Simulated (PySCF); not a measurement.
# Geometry relaxation, with input and output: C2H9BSi2

- system: C2H9BSi2
- method: PBE0-D3(BJ)/def2-SVP geometry optimisation, gas phase (PySCF 2.14.0)

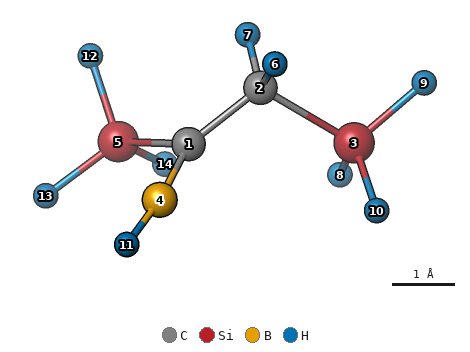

**Figure 1.** The starting structure (ball-and-stick view, seen at an oblique angle; atoms are numbered from 1 in the order of the input). Bond lengths as drawn: B–C 1.37 Å, B–H 1.15 Å, C–C 1.49 Å, C–H 1.09 Å, C–Si 1.89 to 1.93 Å and H–Si 1.46 to 1.50 Å.

## Key numbers

- outcome: converged
- total energy: −684.756289 hartree
- dipole moment: 0.57 D
- point group: C1
- hardware: 1 CPU thread, shared host
- wall time: 91 s
- peak memory: 0.59 GiB

## The input
```
{"job": {"xc": "PBE0", "basis": "def2-SVP", "d3": "d3bj", "grid": 2, "kind": "geom", "shake": 0.01}, "charge": 0, "multiplicity": 1}
C     -0.488466    -0.659748    -0.314175
C      0.304386    -0.526837     0.937814
Si     1.951912     0.355083     0.629319
B     -0.542960    -1.529288    -1.369616
Si    -1.740651     0.783322    -0.572223
H      0.504088    -1.519652     1.328103
H     -0.236308     0.008043     1.715715
H      1.759909     1.720972     0.134110
H      2.704347     0.429112     1.925682
H      2.745287    -0.406161    -0.334530
H     -0.738399    -2.216860    -2.267266
H     -2.637400     0.830217     0.603715
H     -2.554059     0.642254    -1.795339
H     -1.038164     2.074935    -0.606899
```

The first line tells a small driver script what to run in PySCF; the rest is the geometry in Å.

Run as:
```bash
OMP_NUM_THREADS=1 python <driver script> task.json out
```

## Log
```
step   0  E = -684.74923162  max force = 0.019445
step   1  E = -684.75511503  max force = 0.003304
step   2  E = -684.75580385  max force = 0.002297
step   3  E = -684.75614721  max force = 0.004279
step   4  E = -684.75623089  max force = 0.002040
step   5  E = -684.75628383  max force = 0.000548
step   6  E = -684.75628865  max force = 0.000388
optimisation converged
```

## Trajectory as extended XYZ (Å, eV, eV/Å), 7 frames, from step=0 to step=6
```
14
Properties=species:S:1:pos:R:3:forces:R:3 step=0 energy=-18632.97567
C    -0.4885   -0.6597   -0.3142   -0.5603   0.9899   0.0172
C     0.3044   -0.5268    0.9378    0.3562   0.1561  -0.2089
Si    1.9519    0.3551    0.6293   -0.1202  -0.2548   0.7861
B    -0.5430   -1.5293   -1.3696   -0.2636   0.5578   0.3630
Si   -1.7407    0.7833   -0.5722    0.5092  -0.9999   0.0028
H     0.5041   -1.5196    1.3281    0.2827  -0.4453   0.3806
H    -0.2363    0.0080    1.7157   -0.2462   0.2620   0.4142
H     1.7599    1.7210    0.1341   -0.1400   0.4778  -0.2177
H     2.7043    0.4291    1.9257    0.0330   0.0309  -0.0431
H     2.7453   -0.4062   -0.3345    0.3143  -0.3203  -0.4194
H    -0.7384   -2.2169   -2.2673   -0.1120  -0.6889  -0.9474
H    -2.6374    0.8302    0.6037   -0.2112  -0.0732   0.2535
H    -2.5541    0.6422   -1.7953   -0.1461  -0.0787  -0.3127
H    -1.0382    2.0749   -0.6069    0.3042   0.3866  -0.0682
14
Properties=species:S:1:pos:R:3:forces:R:3 step=1 energy=-18633.13576
C    -0.4768   -0.6421   -0.2715   -0.0861   0.0307  -0.1599
C     0.3306   -0.5211    0.9857   -0.0224  -0.0418   0.0441
Si    1.9858    0.3450    0.6723    0.0080   0.0146   0.0504
B    -0.6422   -1.4327   -1.3855    0.0235  -0.0033   0.1354
Si   -1.7363    0.7270   -0.6047    0.0971  -0.0184   0.1699
H     0.5459   -1.5198    1.3991    0.0181  -0.0061   0.0203
H    -0.2134    0.0258    1.7750    0.0258   0.0116   0.0098
H     1.7610    1.7227    0.1450   -0.0055   0.0192  -0.0336
H     2.7674    0.4453    1.9458   -0.0063   0.0025   0.0068
H     2.7786   -0.4400   -0.3171    0.0173  -0.0229  -0.0395
H    -0.8653   -2.0864   -2.3503   -0.0623   0.0759  -0.0790
H    -2.6790    0.7804    0.5569   -0.0538  -0.0010  -0.0221
H    -2.5254    0.5343   -1.8585    0.0555  -0.1029  -0.0592
H    -1.0374    2.0470   -0.6777   -0.0088   0.0419  -0.0433
14
Properties=species:S:1:pos:R:3:forces:R:3 step=2 energy=-18633.15451
C    -0.4704   -0.6456   -0.2586    0.0689   0.0384   0.1181
C     0.3371   -0.5223    1.0008   -0.0072  -0.0608  -0.0279
Si    1.9915    0.3431    0.6750    0.0163  -0.0016   0.0013
B    -0.6595   -1.4100   -1.3849   -0.0394   0.0037   0.0081
Si   -1.7281    0.7143   -0.5958   -0.0127   0.0119   0.0155
H     0.5560   -1.5178    1.4214    0.0014  -0.0025  -0.0024
H    -0.2021    0.0311    1.7889    0.0120   0.0024  -0.0019
H     1.7629    1.7147    0.1288   -0.0028  -0.0053  -0.0130
H     2.7757    0.4580    1.9458   -0.0051   0.0051  -0.0006
H     2.7814   -0.4532   -0.3116   -0.0013   0.0018  -0.0016
H    -0.9212   -2.0100   -2.3760   -0.0118   0.0388  -0.0214
H    -2.7073    0.7656    0.5366   -0.0154   0.0029  -0.0285
H    -2.4716    0.4708   -1.8707    0.0160  -0.0344  -0.0325
H    -1.0508    2.0467   -0.6853   -0.0188  -0.0003  -0.0133
14
Properties=species:S:1:pos:R:3:forces:R:3 step=3 energy=-18633.16385
C    -0.4635   -0.6377   -0.2312    0.1012   0.0408   0.2201
C     0.3495   -0.5239    1.0238    0.0131  -0.0356  -0.0418
Si    2.0051    0.3330    0.6761   -0.0001  -0.0096  -0.0172
B    -0.6739   -1.3730   -1.3721   -0.0951   0.0406  -0.1014
Si   -1.7343    0.7031   -0.5935   -0.0350  -0.0165  -0.0776
H     0.5686   -1.5200    1.4432   -0.0122  -0.0019  -0.0158
H    -0.1778    0.0345    1.8161    0.0064  -0.0013  -0.0014
H     1.7732    1.6982    0.1139   -0.0031  -0.0072   0.0007
H     2.8010    0.4593    1.9382    0.0024   0.0071  -0.0009
H     2.7816   -0.4748   -0.3127   -0.0039   0.0047   0.0137
H    -0.9654   -1.9144   -2.3889    0.0387  -0.0294   0.0169
H    -2.7635    0.7473    0.4928   -0.0015   0.0011  -0.0095
H    -2.4132    0.4013   -1.8953   -0.0069   0.0161   0.0079
H    -1.0938    2.0524   -0.6961   -0.0039  -0.0091   0.0063
14
Properties=species:S:1:pos:R:3:forces:R:3 step=4 energy=-18633.16613
C    -0.4638   -0.6294   -0.2185    0.0440   0.0043   0.1049
C     0.3537   -0.5245    1.0323    0.0159  -0.0149  -0.0178
Si    2.0097    0.3273    0.6747   -0.0025  -0.0052  -0.0122
B    -0.6767   -1.3575   -1.3652   -0.0606   0.0546  -0.0540
Si   -1.7415    0.7027   -0.5951   -0.0113  -0.0123  -0.0406
H     0.5704   -1.5234    1.4460   -0.0102  -0.0019  -0.0122
H    -0.1660    0.0338    1.8294    0.0034  -0.0009   0.0002
H     1.7759    1.6912    0.1105   -0.0023  -0.0044   0.0016
H     2.8142    0.4555    1.9313    0.0019   0.0060  -0.0014
H     2.7782   -0.4837   -0.3174   -0.0005   0.0009   0.0102
H    -0.9606   -1.8956   -2.3856    0.0304  -0.0308   0.0150
H    -2.7883    0.7427    0.4738   -0.0022   0.0009  -0.0043
H    -2.3992    0.3892   -1.9053   -0.0057   0.0083   0.0050
H    -1.1126    2.0572   -0.6965   -0.0002  -0.0044   0.0055
14
Properties=species:S:1:pos:R:3:forces:R:3 step=5 energy=-18633.16757
C    -0.4662   -0.6185   -0.2050   -0.0231  -0.0199  -0.0238
C     0.3573   -0.5257    1.0407    0.0124   0.0089   0.0130
Si    2.0134    0.3203    0.6715   -0.0022   0.0000  -0.0021
B    -0.6789   -1.3386   -1.3581   -0.0014   0.0282  -0.0032
Si   -1.7501    0.7048   -0.5961    0.0127   0.0029   0.0158
H     0.5698   -1.5289    1.4456   -0.0028  -0.0021  -0.0034
H    -0.1531    0.0316    1.8442    0.0009  -0.0011   0.0022
H     1.7764    1.6825    0.1051   -0.0009  -0.0002  -0.0008
H     2.8282    0.4524    1.9211    0.0000   0.0032  -0.0001
H     2.7736   -0.4947   -0.3230    0.0026  -0.0033   0.0024
H    -0.9433   -1.8861   -2.3784    0.0038  -0.0113   0.0040
H    -2.8160    0.7393    0.4538   -0.0024   0.0006  -0.0013
H    -2.3859    0.3829   -1.9150    0.0006  -0.0071  -0.0033
H    -1.1316    2.0641   -0.6920    0.0000   0.0010   0.0005
14
Properties=species:S:1:pos:R:3:forces:R:3 step=6 energy=-18633.16770
C    -0.4669   -0.6173   -0.2035   -0.0199  -0.0123  -0.0169
C     0.3577   -0.5263    1.0419    0.0062   0.0075   0.0068
Si    2.0136    0.3192    0.6706   -0.0010  -0.0002  -0.0006
B    -0.6798   -1.3342   -1.3585    0.0083   0.0126   0.0004
Si   -1.7506    0.7053   -0.5948    0.0084   0.0039   0.0127
H     0.5695   -1.5301    1.4455   -0.0009  -0.0017  -0.0022
H    -0.1515    0.0309    1.8462    0.0007  -0.0017   0.0014
H     1.7753    1.6800    0.1013   -0.0004  -0.0002  -0.0016
H     2.8290    0.4552    1.9195   -0.0006   0.0022   0.0003
H     2.7740   -0.4980   -0.3218    0.0019  -0.0023   0.0014
H    -0.9408   -1.8844   -2.3782   -0.0012  -0.0045   0.0015
H    -2.8203    0.7387    0.4512   -0.0012   0.0003  -0.0007
H    -2.3819    0.3810   -1.9157    0.0005  -0.0044  -0.0021
H    -1.1338    2.0654   -0.6895   -0.0006   0.0008  -0.0006
```

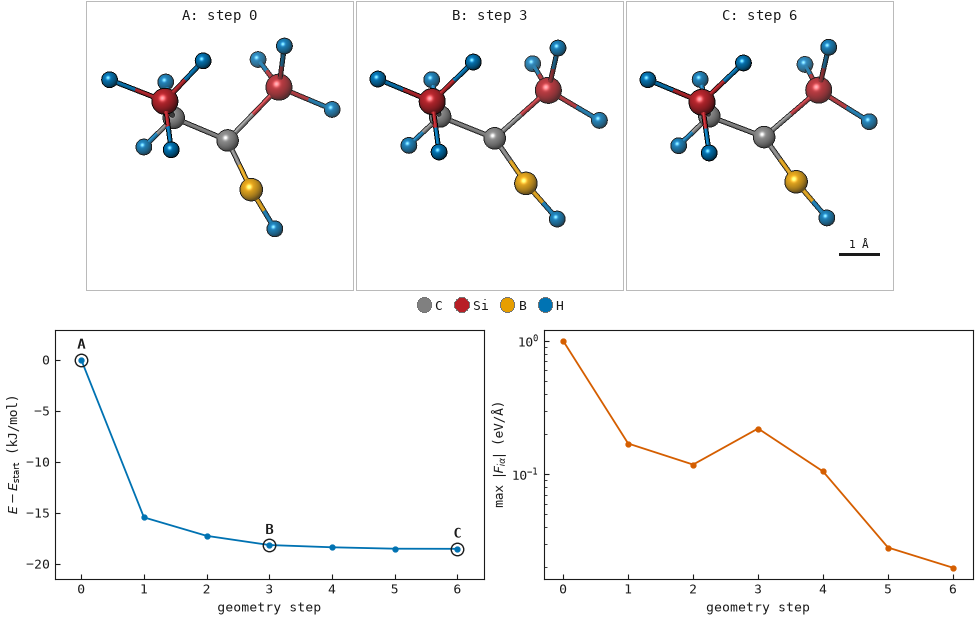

**Figure 2.** Frames of the relaxation (ball-and-stick view, seen at a tilt) above the curves, on which the letters mark them (steps are counted from 0).

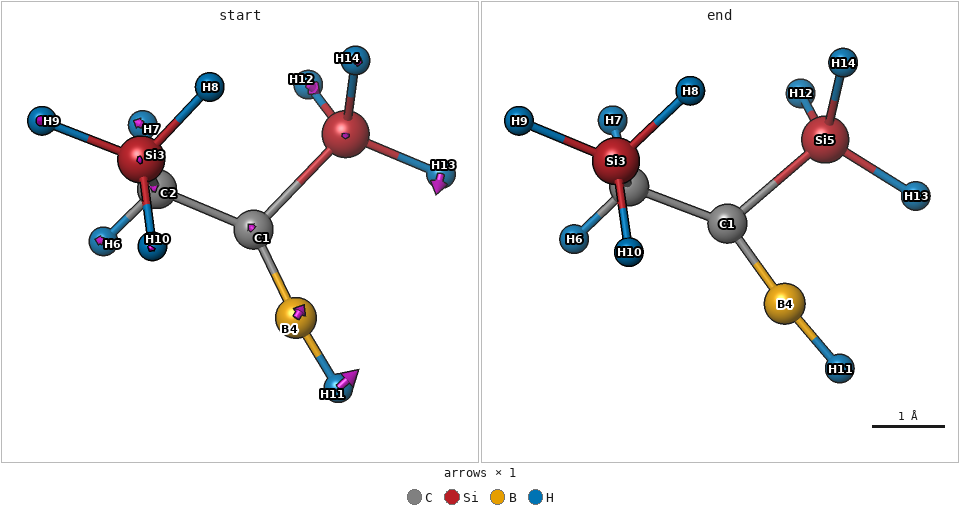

**Figure 3.** Before (left) and after (right) the relaxation, at one scale (ball-and-stick view, seen at a tilt). The pink arrows give the displacements, at true length. After 6 geometry steps the energy has fallen by 18.5 kJ/mol. The largest force component goes from 1 to 0.02 eV/Å. H11 moves most after the best rigid fit: 0.41 Å. By element the largest moves are H 0.41 Å, B 0.24 Å, C 0.12 Å, Si 0.08 Å. Distances before and after: C1–Si5 1.928 → 1.884 Å, B4–H11 1.147 → 1.188 Å, Si3–H10 1.462 → 1.494 Å, Si3–H8 1.466 → 1.494 Å. Among the angles that change: B4–C1–Si5 110.3° → 94.9°, C2–C1–B4 136.6° → 144.6°, C2–C1–Si5 113.1° → 120.4°. (Atoms are counted from 1 in the order of the input.)
